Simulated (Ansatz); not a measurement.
A series of calculations on C$_{2}$H$_{7}$Al

### Relaxation

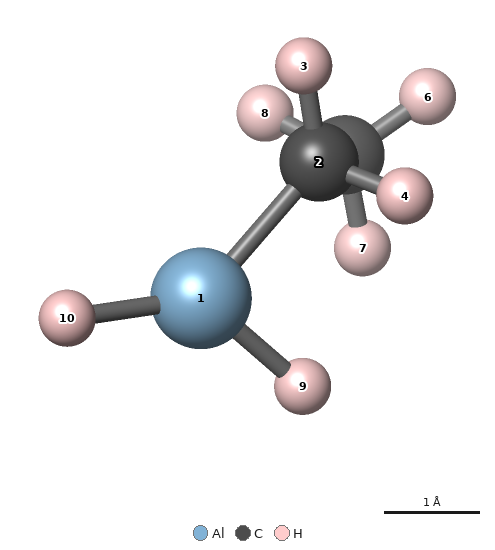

Starting structure of C₂H₇Al. Style: ball-and-stick. Shown from a free direction.

The run prepares an end point of a later path (reaction) calculation, from a guessed geometry.

All numbers below come from RHF/def2-TZVP (Ansatz).

Input file:
```yaml
crystal:
  periodic: [false, false, false]
  atoms:
    - { symbol: Al, position_ang: [0.315982, 0.006251, 0.019011] }
    - { symbol: C, position_ang: [1.040208, 0.006685, 1.826838] }
    - { symbol: H, position_ang: [0.439069, -0.320891, 2.672841] }
    - { symbol: H, position_ang: [1.83806, -0.73035, 1.725207] }
    - { symbol: C, position_ang: [1.668227, 1.36857, 2.179334] }
    - { symbol: H, position_ang: [2.28916, 1.300844, 3.067208] }
    - { symbol: H, position_ang: [2.294569, 1.747474, 1.378523] }
    - { symbol: H, position_ang: [0.904384, 2.114826, 2.380616] }
    - { symbol: H, position_ang: [1.770128, 0.305934, -0.415646] }
    - { symbol: H, position_ang: [-1.054588, -0.209343, -0.725932] }
basis:
  gaussian: { orbitals: def2-TZVP }
hamiltonian:
  xc: hf
relax:
  f_tol: 0.03
  max_steps: 50
```

Launched with:
```bash
ansatz run input.yaml --threads 4 --pin off --max-ram 5120MiB --backend cpu --events-out ev --progress --plain --runs-dir out
```

Question: Predict the outcome.

Answer: H9 moves most after the best rigid fit: 1.53 Å. Largest moves by element: H 1.53 Å, C 0.23 Å, Al 0.13 Å. Among the contacts that change: Al1–H9 1.547 → 1.584 Å, Al1–C2 1.947 → 1.968 Å, Al1–H10 1.575 → 1.583 Å, C2–C5 1.541 → 1.535 Å. Bond angles that change, for instance: C2–Al1–H9 84.9° → 121.5°, C2–Al1–H10 139.7° → 119.6°, H9–Al1–H10 135.4° → 118.9°. Groups turn about Al1–C2 by about 65°. The energy falls by 16.5 kcal/mol in 18 accepted moves (20 points after the start). Largest force component: 1.8 eV/Å at the start, 0.016 eV/Å at the end. The line search rejected the trial steps at points 7, 19 of the run. The forces were under the threshold at step 9, but the run went on from there.

The structure at the end:

```xyz
10

Al    0.3936    0.0923   -0.0423
C     1.0224    0.0888    1.8227
H     0.1465   -0.0205    2.4640
H     1.5835   -0.8346    1.9755
C     1.8602    1.2885    2.2854
H     2.1631    1.1953    3.3239
H     2.7637    1.3962    1.6931
H     1.3091    2.2195    2.1921
H     0.7552    1.2729   -1.0342
H    -0.4921   -1.1085   -0.5721
```

After the run, drawn alike:

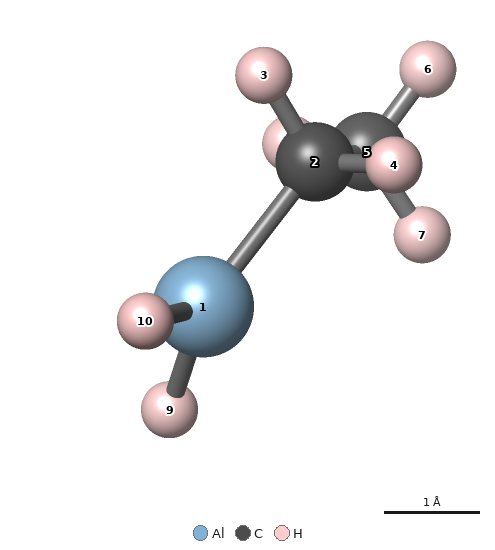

Limits of the set-up: Hartree-Fock leaves out electron correlation.

### Relaxation

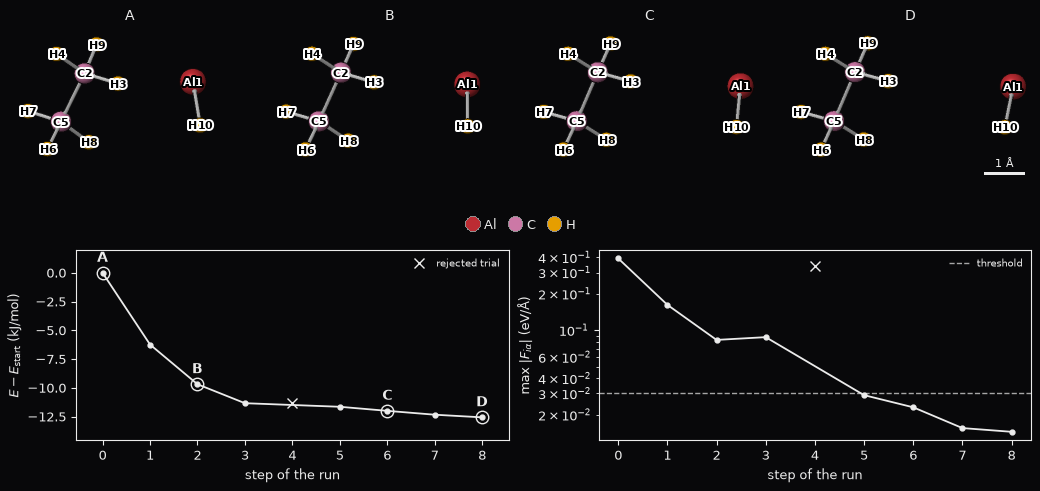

Frames of a relaxation of C₂H₇Al, marked on the history of the run. Style: ball-and-stick. Shown at a tilt.

The run prepares an end point of a later path (reaction) calculation, from a guessed geometry.

The calculation used RHF/def2-TZVP in Ansatz.

Input file:
```yaml
crystal:
  periodic: [false, false, false]
  atoms:
    - { symbol: Al, position_ang: [-0.332585, 0.323459, -0.846767] }
    - { symbol: C, position_ang: [1.676506, -0.091164, 1.583373] }
    - { symbol: H, position_ang: [0.71318, -0.577628, 1.685773] }
    - { symbol: H, position_ang: [2.39047, -0.661783, 2.166816] }
    - { symbol: C, position_ang: [1.614976, 1.359184, 2.04473] }
    - { symbol: H, position_ang: [1.340469, 1.414394, 3.091274] }
    - { symbol: H, position_ang: [2.575751, 1.845682, 1.921237] }
    - { symbol: H, position_ang: [0.883139, 1.938695, 1.489686] }
    - { symbol: H, position_ang: [2.005122, -0.162805, 0.539016] }
    - { symbol: H, position_ang: [-1.361828, 0.201966, 0.432863] }
basis:
  gaussian: { orbitals: def2-TZVP }
hamiltonian:
  xc: hf
relax:
  f_tol: 0.03
  max_steps: 50
output:
  orbitals: {}
```

Run as
```bash
ansatz run input.yaml --threads 4 --pin off --max-ram 5120MiB --backend cpu --events-out ev --progress --plain --runs-dir out
```

What happens along the run?

Answer. The atom that moves furthest after the best rigid fit is Al1 (1.07 Å). Largest moves by element: Al 1.07 Å, H 0.67 Å, C 0.26 Å. Among the contacts that change: C2–H9 1.097 → 1.085 Å. After 7 accepted moves (8 points after the start) the energy has fallen by 12.6 kJ/mol. Largest force component: 0.39 eV/Å at the start, 0.014 eV/Å at the end. The line search rejected the trial step at point 4 of the run. Cost: 5.6 s on 4 threads of Arm Neoverse V2, with other jobs on the host, peak memory 0.26 GiB. From step 0 to 2: Al1 moves most (0.39 Å), energy −9.68 kJ/mol. From step 2 to 6: Al1 moves most (0.36 Å), energy −2.31 kJ/mol. From step 6 to 8: Al1 moves most (0.33 Å), energy −0.57 kJ/mol.

| step | E − E(0), kJ/mol | largest force component, eV/Å | note |
| --- | --- | --- | --- |
| 0 | 0.00 | 0.3926 |  |
| 1 | -6.23 | 0.1622 |  |
| 2 | -9.68 | 0.0832 |  |
| 3 | -11.33 | 0.0877 |  |
| 4 | -11.30 | 0.3397 | rejected |
| 5 | -11.64 | 0.0291 |  |
| 6 | -11.99 | 0.0231 |  |
| 7 | -12.33 | 0.0155 |  |
| 8 | -12.56 | 0.0145 |  |

Limits of the set-up: the start holds two separate molecules, 2.5 Å apart at their closest, whose relative position is a soft coordinate and is computed without a dispersion correction; Hartree-Fock leaves out electron correlation.

### Path

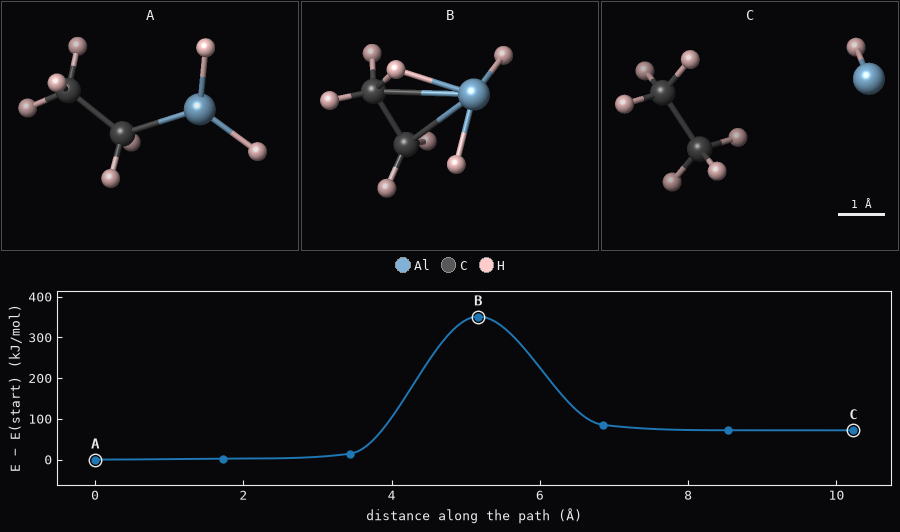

A search for the minimum-energy path of C₂H₇Al by the nudged elastic band. Images are numbered from 0 (start) to 6 (end). Frames A to C are images 0, 3, 6. Style: ball-and-stick. Shown at a tilt.

Level of theory: RHF/def2-TZVP (Ansatz 0.2.0). Set-up: 5 movable images; climbing image; force threshold 0.05 eV/Å; iteration limit 60; starting path through a guess of the saddle point.

> What happens along the path, and what is the barrier?

Breaking: Al–C (1.97 → 4.48 Å), Al–H (1.58 → 4.05 Å). Forming: C–H (3.10 → 1.09 Å). Forward barrier 351.5 kJ/mol, backward barrier 279.6 kJ/mol, with image 3 at the top; the reaction energy is +71.9 kJ/mol. The band is converged. At the top, the vibrational analysis gives one imaginary mode (1329i cm⁻¹), as a transition state must have.

Limits of the set-up: Hartree-Fock leaves out electron correlation.
